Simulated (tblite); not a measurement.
## Geometry relaxation of C4H9NO2Si (part 2 of 2)

The same run, continued: C4H9NO2Si, SMILES O=CN1CCC[Si@@H]1O; GFN2-xTB geometry optimisation, gas phase (tblite 0.8.0). It belongs to a series of runs on one base structure; here: H on N replaced by CHO.

Geometry of the input (Å):
```
O  2.5600  -1.8763  -0.6352
C  2.3201  -0.7150  -0.1585
N  0.9839  -0.3737  0.0694
C  -0.1562  -1.2228  -0.2358
C  -1.3359  -0.3400  -0.5342
C  -1.5076  0.5344  0.6850
Si 0.2825  1.1495  0.7213
O  0.5597  2.3988  -0.4097
H  3.1736  -0.0833  0.0702
H  -0.4487  -1.8194  0.6919
H  0.0378  -1.9235  -1.0793
H  -2.2730  -0.8940  -0.7350
H  -1.0799  0.3344  -1.3850
H  -2.2142  1.3346  0.5689
H  -1.6931  -0.1436  1.5356
H  0.7353  1.4612  2.0747
H  0.0485  2.1907  -1.2541
```

**Trajectory as extended XYZ, continued**
```
17
Properties=species:S:1:pos:R:3:forces:R:3 step=52 energy=-708.13116
O     2.5434   -1.8025   -0.5684    0.0060   0.0070  -0.0240
C     2.1747   -0.7217   -0.1791    0.0090  -0.0010   0.0020
N     0.8964   -0.3371   -0.0122    0.0110   0.0020  -0.0070
C    -0.1562   -1.3028   -0.2952    0.0150  -0.0030  -0.0020
C    -1.4569   -0.5281   -0.4766    0.0090   0.0000   0.0140
C    -1.4880    0.5784    0.5833   -0.0100   0.0060   0.0070
Si    0.3191    1.1560    0.7023   -0.0110   0.0030  -0.0090
O     0.7544    2.4749   -0.1322    0.0130   0.0020   0.0060
H     2.8787    0.0911    0.0780   -0.0190   0.0160   0.0020
H    -0.2332   -2.0051    0.5417   -0.0190   0.0150   0.0060
H     0.1182   -1.8703   -1.1868   -0.0010  -0.0240  -0.0030
H    -2.3110   -1.2012   -0.3954   -0.0100   0.0270  -0.0080
H    -1.4740   -0.0749   -1.4707    0.0190  -0.0340   0.0080
H    -2.1965    1.3588    0.3143   -0.0110   0.0010   0.0010
H    -1.8210    0.1641    1.5338   -0.0050   0.0030   0.0040
H     0.8826    1.4256    2.0122   -0.0050  -0.0070  -0.0150
H     0.5623    2.6069   -1.0589    0.0090  -0.0100   0.0190
17
Properties=species:S:1:pos:R:3:forces:R:3 step=56 energy=-708.13240
O     2.5444   -1.7938   -0.5807    0.0140   0.0170  -0.0080
C     2.1728   -0.7137   -0.1925   -0.0120   0.0150  -0.0330
N     0.8939   -0.3348   -0.0183   -0.0160  -0.0180   0.0130
C    -0.1553   -1.3077   -0.2875   -0.0140  -0.0120  -0.0020
C    -1.4584   -0.5371   -0.4676    0.0040  -0.0130  -0.0220
C    -1.4950    0.5820    0.5785    0.0120  -0.0100  -0.0140
Si    0.3130    1.1539    0.7039    0.0130  -0.0120   0.0050
O     0.7616    2.4787   -0.1119    0.0330   0.0140   0.0320
H     2.8701    0.1086    0.0497    0.0170   0.0060   0.0140
H    -0.2253   -2.0075    0.5520   -0.0080   0.0230   0.0110
H     0.1112   -1.8781   -1.1806    0.0150  -0.0150   0.0250
H    -2.3128   -1.2086   -0.3850   -0.0170   0.0020   0.0160
H    -1.4717   -0.0979   -1.4666   -0.0050   0.0180  -0.0270
H    -2.1975    1.3614    0.2903   -0.0090  -0.0060   0.0180
H    -1.8370    0.1815    1.5315   -0.0120   0.0080   0.0000
H     0.8700    1.4108    2.0191   -0.0040  -0.0050  -0.0030
H     0.6087    2.6144   -1.0443   -0.0110  -0.0100  -0.0250
17
Properties=species:S:1:pos:R:3:forces:R:3 step=59 energy=-708.13347
O     2.5462   -1.7854   -0.5970    0.0140   0.0250  -0.0250
C     2.1712   -0.7078   -0.2050    0.0120   0.0050   0.0230
N     0.8921   -0.3372   -0.0176    0.0060   0.0060   0.0040
C    -0.1565   -1.3121   -0.2794   -0.0190   0.0150   0.0080
C    -1.4537   -0.5360   -0.4693   -0.0430   0.0170  -0.0220
C    -1.4964    0.5808    0.5793    0.0080   0.0050  -0.0070
Si    0.3111    1.1511    0.7060    0.0230   0.0110  -0.0070
O     0.7632    2.4770   -0.1083    0.0060  -0.0190  -0.0250
H     2.8666    0.1164    0.0408    0.0020  -0.0070  -0.0130
H    -0.2295   -1.9998    0.5688   -0.0150  -0.0060   0.0180
H     0.1088   -1.8916   -1.1666    0.0220  -0.0190   0.0280
H    -2.3159   -1.1982   -0.3984   -0.0100  -0.0250   0.0060
H    -1.4488   -0.0928   -1.4669   -0.0290   0.0170  -0.0230
H    -2.1993    1.3607    0.2921    0.0020  -0.0170   0.0050
H    -1.8408    0.1817    1.5329    0.0000  -0.0080  -0.0270
H     0.8618    1.4046    2.0229    0.0150   0.0020   0.0240
H     0.6128    2.6005   -1.0442    0.0060   0.0000   0.0320
17
Properties=species:S:1:pos:R:3:forces:R:3 step=63 energy=-708.13566
O     2.5528   -1.7612   -0.6334   -0.0090  -0.0090  -0.0230
C     2.1684   -0.6911   -0.2308   -0.0060  -0.0050  -0.0160
N     0.8877   -0.3376   -0.0181    0.0100   0.0010   0.0130
C    -0.1618   -1.3182   -0.2619    0.0330   0.0000   0.0100
C    -1.4588   -0.5425   -0.4716    0.0500  -0.0130   0.0170
C    -1.5018    0.5830    0.5689   -0.0150   0.0000  -0.0110
Si    0.3089    1.1469    0.7137   -0.0380  -0.0110   0.0350
O     0.7805    2.4764   -0.0822    0.0120  -0.0260   0.0010
H     2.8597    0.1415   -0.0038   -0.0210   0.0170   0.0150
H    -0.2349   -1.9890    0.6009   -0.0380   0.0290   0.0050
H     0.1123   -1.9189   -1.1327   -0.0100   0.0070   0.0160
H    -2.3242   -1.2022   -0.3951    0.0380   0.0100  -0.0310
H    -1.4400   -0.1070   -1.4740   -0.0610  -0.0200   0.0270
H    -2.2035    1.3591    0.2721    0.0140   0.0420  -0.0320
H    -1.8637    0.1959    1.5209    0.0390  -0.0400  -0.0080
H     0.8460    1.3866    2.0405    0.0030  -0.0050   0.0040
H     0.6654    2.5903   -1.0232   -0.0010   0.0230  -0.0220
17
Properties=species:S:1:pos:R:3:forces:R:3 step=67 energy=-708.13864
O     2.5577   -1.7276   -0.6910   -0.0310   0.0060  -0.0070
C     2.1629   -0.6690   -0.2682   -0.0050   0.0140  -0.0210
N     0.8840   -0.3382   -0.0143   -0.0140  -0.0270   0.0490
C    -0.1630   -1.3254   -0.2342   -0.0270   0.0060  -0.0060
C    -1.4565   -0.5515   -0.4726   -0.0130   0.0070  -0.0100
C    -1.5109    0.5863    0.5540    0.0150  -0.0070   0.0050
Si    0.3003    1.1397    0.7300    0.0260  -0.0140  -0.0250
O     0.8041    2.4654   -0.0525    0.0080   0.0020   0.0360
H     2.8408    0.1787   -0.0574    0.0110   0.0030   0.0160
H    -0.2518   -1.9681    0.6486   -0.0090   0.0390   0.0110
H     0.1153   -1.9560   -1.0810   -0.0030   0.0150  -0.0180
H    -2.3257   -1.2061   -0.4037    0.0300  -0.0290   0.0260
H    -1.4380   -0.1271   -1.4785    0.0280  -0.0100  -0.0190
H    -2.2032    1.3654    0.2398    0.0240  -0.0030  -0.0050
H    -1.8827    0.2032    1.5032   -0.0070  -0.0060   0.0100
H     0.8270    1.3614    2.0655   -0.0190  -0.0060  -0.0130
H     0.7327    2.5807   -0.9974   -0.0130   0.0090  -0.0290
17
Properties=species:S:1:pos:R:3:forces:R:3 step=70 energy=-708.13955
O     2.5578   -1.7183   -0.7056   -0.0100   0.0040  -0.0280
C     2.1616   -0.6641   -0.2736   -0.0040  -0.0130   0.0260
N     0.8831   -0.3429   -0.0074    0.0080   0.0090  -0.0060
C    -0.1662   -1.3265   -0.2306    0.0110   0.0030   0.0070
C    -1.4563   -0.5505   -0.4761    0.0050   0.0030   0.0000
C    -1.5092    0.5853    0.5523    0.0040   0.0010   0.0050
Si    0.3025    1.1374    0.7293   -0.0050   0.0120   0.0010
O     0.8113    2.4618   -0.0521   -0.0050   0.0010  -0.0260
H     2.8378    0.1835   -0.0525   -0.0080  -0.0170  -0.0090
H    -0.2608   -1.9579    0.6589   -0.0160  -0.0060   0.0040
H     0.1137   -1.9632   -1.0724   -0.0010   0.0150  -0.0040
H    -2.3242   -1.2062   -0.4070    0.0100  -0.0180   0.0130
H    -1.4336   -0.1270   -1.4823    0.0200  -0.0120  -0.0120
H    -2.2003    1.3658    0.2395    0.0130  -0.0030   0.0040
H    -1.8798    0.1984    1.5010   -0.0080   0.0110  -0.0050
H     0.8249    1.3571    2.0661   -0.0100   0.0020  -0.0010
H     0.7309    2.5793   -0.9974   -0.0040   0.0060   0.0290
17
Properties=species:S:1:pos:R:3:forces:R:3 step=74 energy=-708.14013
O     2.5523   -1.7081   -0.7288   -0.0040  -0.0030  -0.0130
C     2.1577   -0.6572   -0.2876   -0.0020  -0.0020  -0.0190
N     0.8817   -0.3417   -0.0051    0.0050  -0.0040   0.0100
C    -0.1656   -1.3281   -0.2199   -0.0010  -0.0020   0.0040
C    -1.4554   -0.5557   -0.4747    0.0010  -0.0070   0.0020
C    -1.5122    0.5867    0.5465   -0.0010   0.0020  -0.0120
Si    0.2989    1.1359    0.7344    0.0020   0.0040   0.0010
O     0.8189    2.4612   -0.0371    0.0020   0.0070   0.0160
H     2.8316    0.1951   -0.0804    0.0090  -0.0130   0.0120
H    -0.2651   -1.9504    0.6756    0.0080  -0.0120  -0.0060
H     0.1147   -1.9698   -1.0574    0.0080  -0.0030   0.0090
H    -2.3196   -1.2161   -0.4009   -0.0020   0.0060   0.0000
H    -1.4287   -0.1422   -1.4853    0.0000  -0.0030   0.0090
H    -2.1958    1.3687    0.2231   -0.0070   0.0060  -0.0030
H    -1.8935    0.2083    1.4945   -0.0020   0.0090  -0.0070
H     0.8104    1.3467    2.0764   -0.0030   0.0060   0.0110
H     0.7624    2.5787   -0.9831   -0.0130   0.0080  -0.0130
17
Properties=species:S:1:pos:R:3:forces:R:3 step=78 energy=-708.14069
O     2.5466   -1.7023   -0.7541   -0.0170   0.0070  -0.0140
C     2.1557   -0.6568   -0.2966    0.0060  -0.0010   0.0220
N     0.8832   -0.3445    0.0049   -0.0010  -0.0080  -0.0010
C    -0.1647   -1.3297   -0.2115   -0.0070  -0.0070  -0.0060
C    -1.4522   -0.5579   -0.4755   -0.0110   0.0230   0.0120
C    -1.5119    0.5877    0.5414    0.0010   0.0260   0.0210
Si    0.2990    1.1374    0.7373    0.0120  -0.0120   0.0000
O     0.8224    2.4626   -0.0339   -0.0110  -0.0190   0.0010
H     2.8317    0.1910   -0.0805    0.0210   0.0020  -0.0030
H    -0.2711   -1.9512    0.6834    0.0200  -0.0030   0.0130
H     0.1183   -1.9735   -1.0458    0.0170  -0.0150  -0.0100
H    -2.3172   -1.2169   -0.4022   -0.0080   0.0050  -0.0090
H    -1.4192   -0.1468   -1.4863   -0.0080  -0.0060  -0.0100
H    -2.1946    1.3711    0.2191   -0.0020  -0.0010  -0.0340
H    -1.8978    0.2122    1.4881    0.0050  -0.0050   0.0150
H     0.8055    1.3480    2.0822   -0.0080   0.0070  -0.0090
H     0.7594    2.5816   -0.9799   -0.0080   0.0060   0.0140
17
Properties=species:S:1:pos:R:3:forces:R:3 step=81 energy=-708.14126
O     2.5383   -1.6973   -0.7773    0.0000   0.0020  -0.0060
C     2.1549   -0.6571   -0.3017   -0.0020  -0.0020   0.0140
N     0.8846   -0.3471    0.0121    0.0000   0.0000   0.0010
C    -0.1643   -1.3317   -0.2063    0.0150  -0.0050  -0.0010
C    -1.4516   -0.5588   -0.4732    0.0150  -0.0140  -0.0100
C    -1.5118    0.5927    0.5377   -0.0030  -0.0190  -0.0020
Si    0.3003    1.1374    0.7388   -0.0150  -0.0160   0.0100
O     0.8259    2.4628   -0.0291   -0.0010  -0.0070  -0.0120
H     2.8366    0.1850   -0.0787   -0.0010  -0.0040  -0.0070
H    -0.2703   -1.9541    0.6888    0.0110   0.0160   0.0010
H     0.1236   -1.9763   -1.0392   -0.0070   0.0040   0.0010
H    -2.3159   -1.2190   -0.3988   -0.0100   0.0170   0.0040
H    -1.4176   -0.1562   -1.4875   -0.0080   0.0110  -0.0030
H    -2.1934    1.3744    0.2076    0.0120  -0.0090  -0.0140
H    -1.9006    0.2185    1.4840   -0.0010   0.0180   0.0120
H     0.7975    1.3491    2.0868    0.0020   0.0050  -0.0080
H     0.7567    2.5896   -0.9738   -0.0070   0.0010   0.0200
17
Properties=species:S:1:pos:R:3:forces:R:3 step=85 energy=-708.14158
O     2.5326   -1.6916   -0.7957    0.0070  -0.0050   0.0050
C     2.1533   -0.6552   -0.3084    0.0070   0.0010  -0.0150
N     0.8853   -0.3482    0.0163   -0.0020   0.0020   0.0000
C    -0.1626   -1.3337   -0.2004   -0.0050   0.0040  -0.0020
C    -1.4493   -0.5620   -0.4731   -0.0090   0.0040   0.0060
C    -1.5130    0.5926    0.5342    0.0030   0.0010   0.0000
Si    0.2982    1.1348    0.7426    0.0050   0.0070  -0.0030
O     0.8285    2.4604   -0.0219    0.0010  -0.0040   0.0080
H     2.8367    0.1857   -0.0881   -0.0010   0.0010   0.0040
H    -0.2681   -1.9507    0.6980   -0.0040   0.0010   0.0050
H     0.1261   -1.9813   -1.0303    0.0000  -0.0040  -0.0050
H    -2.3165   -1.2182   -0.3983    0.0000  -0.0050   0.0000
H    -1.4139   -0.1610   -1.4883    0.0010   0.0020   0.0090
H    -2.1900    1.3745    0.1955    0.0070  -0.0060  -0.0070
H    -1.9066    0.2270    1.4821   -0.0080   0.0020  -0.0080
H     0.7900    1.3480    2.0919    0.0060   0.0010   0.0020
H     0.7624    2.5908   -0.9659   -0.0090   0.0000   0.0020
17
Properties=species:S:1:pos:R:3:forces:R:3 step=89 energy=-708.14169
O     2.5329   -1.6894   -0.8008    0.0030   0.0000  -0.0010
C     2.1531   -0.6536   -0.3126   -0.0020  -0.0020   0.0090
N     0.8853   -0.3483    0.0156   -0.0010  -0.0010  -0.0100
C    -0.1627   -1.3346   -0.1996    0.0040  -0.0050   0.0020
C    -1.4511   -0.5652   -0.4709    0.0080  -0.0020  -0.0020
C    -1.5130    0.5934    0.5313   -0.0020   0.0030   0.0020
Si    0.2984    1.1344    0.7431    0.0040  -0.0090   0.0040
O     0.8331    2.4607   -0.0162    0.0010   0.0050   0.0000
H     2.8363    0.1869   -0.0897   -0.0030   0.0020  -0.0050
H    -0.2665   -1.9507    0.6998   -0.0010   0.0010  -0.0020
H     0.1260   -1.9826   -1.0296   -0.0040   0.0010   0.0050
H    -2.3174   -1.2222   -0.3918    0.0060   0.0000   0.0010
H    -1.4186   -0.1675   -1.4873    0.0000   0.0020  -0.0010
H    -2.1873    1.3742    0.1857    0.0000   0.0110  -0.0030
H    -1.9113    0.2338    1.4792   -0.0060   0.0010   0.0010
H     0.7887    1.3463    2.0934    0.0020  -0.0030  -0.0010
H     0.7671    2.5965   -0.9595   -0.0090  -0.0010   0.0020
17
Properties=species:S:1:pos:R:3:forces:R:3 step=93 energy=-708.14178
O     2.5333   -1.6894   -0.8041    0.0000   0.0020   0.0050
C     2.1533   -0.6543   -0.3144    0.0060  -0.0010  -0.0030
N     0.8858   -0.3490    0.0143    0.0000   0.0020   0.0090
C    -0.1621   -1.3355   -0.1982   -0.0030   0.0050  -0.0010
C    -1.4494   -0.5651   -0.4705   -0.0060   0.0040  -0.0020
C    -1.5128    0.5940    0.5314   -0.0010   0.0010  -0.0040
Si    0.2996    1.1324    0.7449   -0.0050   0.0070  -0.0020
O     0.8327    2.4599   -0.0145   -0.0030  -0.0080   0.0070
H     2.8358    0.1869   -0.0923    0.0040   0.0030  -0.0030
H    -0.2670   -1.9492    0.7026    0.0030  -0.0040  -0.0010
H     0.1257   -1.9845   -1.0273   -0.0020  -0.0080   0.0010
H    -2.3158   -1.2221   -0.3930    0.0000   0.0000   0.0010
H    -1.4157   -0.1656   -1.4861    0.0020  -0.0070  -0.0060
H    -2.1843    1.3757    0.1815    0.0060   0.0050   0.0050
H    -1.9160    0.2361    1.4780    0.0010   0.0040  -0.0020
H     0.7892    1.3463    2.0950    0.0050  -0.0080   0.0000
H     0.7608    2.5954   -0.9573   -0.0070   0.0030  -0.0030
17
Properties=species:S:1:pos:R:3:forces:R:3 step=96 energy=-708.14186
O     2.5346   -1.6884   -0.8057    0.0020  -0.0100   0.0040
C     2.1543   -0.6548   -0.3135   -0.0050   0.0110  -0.0050
N     0.8864   -0.3500    0.0149    0.0000  -0.0020   0.0050
C    -0.1623   -1.3357   -0.1983    0.0030  -0.0030   0.0010
C    -1.4494   -0.5648   -0.4711    0.0020   0.0010   0.0010
C    -1.5123    0.5947    0.5303    0.0020   0.0050   0.0010
Si    0.3004    1.1317    0.7452    0.0010  -0.0020   0.0060
O     0.8339    2.4589   -0.0141   -0.0070  -0.0010  -0.0160
H     2.8366    0.1860   -0.0893    0.0020   0.0020  -0.0020
H    -0.2678   -1.9496    0.7024    0.0010   0.0010   0.0010
H     0.1243   -1.9866   -1.0264    0.0030   0.0030  -0.0020
H    -2.3151   -1.2224   -0.3919   -0.0050   0.0040  -0.0050
H    -1.4158   -0.1663   -1.4872    0.0000  -0.0090  -0.0010
H    -2.1811    1.3783    0.1797    0.0010   0.0010   0.0030
H    -1.9175    0.2379    1.4765    0.0030   0.0050  -0.0040
H     0.7928    1.3452    2.0944    0.0010  -0.0080  -0.0010
H     0.7510    2.5979   -0.9559   -0.0010   0.0030   0.0130
17
Properties=species:S:1:pos:R:3:forces:R:3 step=100 energy=-708.14196
O     2.5353   -1.6895   -0.8045   -0.0030   0.0060   0.0030
C     2.1546   -0.6541   -0.3160    0.0010  -0.0070   0.0030
N     0.8869   -0.3501    0.0138    0.0010  -0.0010  -0.0010
C    -0.1615   -1.3363   -0.1976   -0.0020  -0.0010   0.0030
C    -1.4494   -0.5661   -0.4699   -0.0010  -0.0020   0.0000
C    -1.5124    0.5968    0.5284    0.0030  -0.0020  -0.0040
Si    0.3006    1.1300    0.7470    0.0040   0.0010  -0.0060
O     0.8334    2.4582   -0.0106    0.0010   0.0050   0.0080
H     2.8368    0.1878   -0.0950   -0.0030   0.0000  -0.0040
H    -0.2650   -1.9498    0.7034   -0.0040  -0.0010   0.0050
H     0.1239   -1.9878   -1.0259    0.0050   0.0060   0.0000
H    -2.3147   -1.2240   -0.3887   -0.0050   0.0040   0.0010
H    -1.4172   -0.1717   -1.4876    0.0010   0.0010   0.0010
H    -2.1770    1.3823    0.1738    0.0000  -0.0030  -0.0040
H    -1.9226    0.2450    1.4742    0.0040  -0.0030  -0.0010
H     0.7935    1.3399    2.0964    0.0010  -0.0060   0.0030
H     0.7478    2.6014   -0.9510   -0.0040   0.0030  -0.0070
```

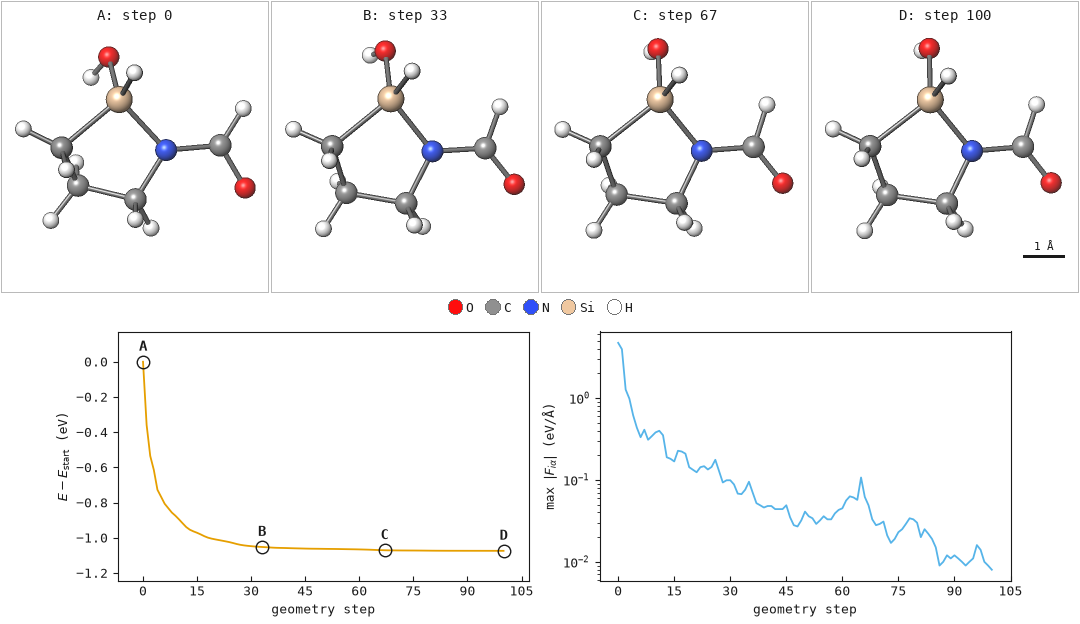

*Frames of the relaxation (ball-and-stick view, seen at a tilt) above the curves, on which the letters mark them (steps are counted from 0).*

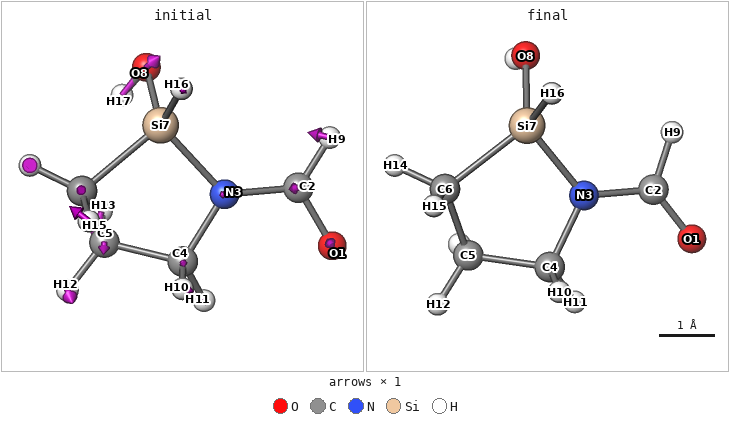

*Before (left) and after (right) the relaxation, at one scale (ball-and-stick view, seen at a tilt). The pink arrows give the displacements, at true length.*

After 100 geometry steps the energy has fallen by 1.074 eV. The largest force component goes from 4.7 to 0.008 eV/Å. H17 moves most after the best rigid fit: 0.87 Å. Largest moves by element: H 0.87 Å, O 0.48 Å, C 0.26 Å, N 0.11 Å, Si 0.03 Å. Among the contacts that change: Si7–O8 1.708 → 1.619 Å, O1–C2 1.278 → 1.206 Å, O8–H17 1.009 → 0.955 Å, C2–N3 1.398 → 1.345 Å. Among the angles that change: Si7–O8–H17 108.7° → 123.7°, N3–C2–H9 125.1° → 111.1°, O8–Si7–H16 114.0° → 101.8°. (Atoms are counted from 1 in the order of the input.)
